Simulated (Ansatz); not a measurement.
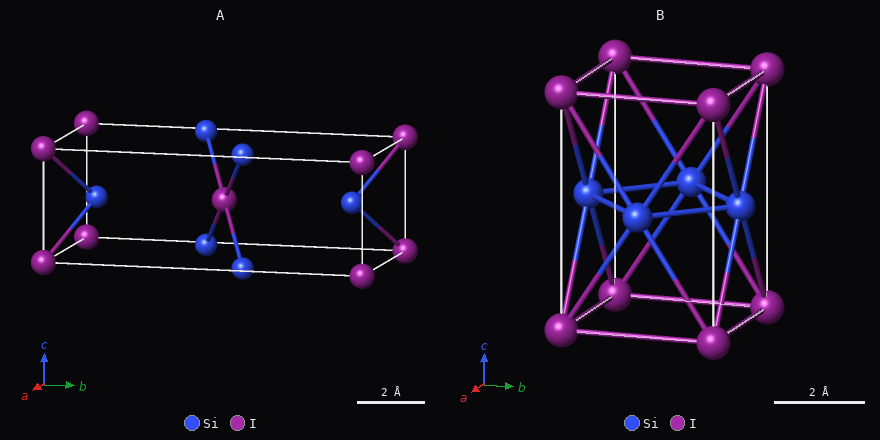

Two structures of Si$_{2}$I, each relaxed to rest (conventional cells in solid outline, small ones repeated, not to one scale). Method: Ansatz, DFT PBE, scalar-relativistic, plane waves, PAW, without spin polarisation.

What are the two structures?

Answer. A: 6 atoms a cell on a primitive orthorhombic lattice, Pnnm. B: 3 atoms a cell on a primitive tetragonal lattice, P4/mmm.

Which structure wins energetically, and by what margin?

Answer. B is lower, by 433 meV/atom at this level of theory (energies at zero smearing). Volumes: A 28.2, B 23.6 Å³/atom.

One or both may be structure types tried for this composition rather than known phases.
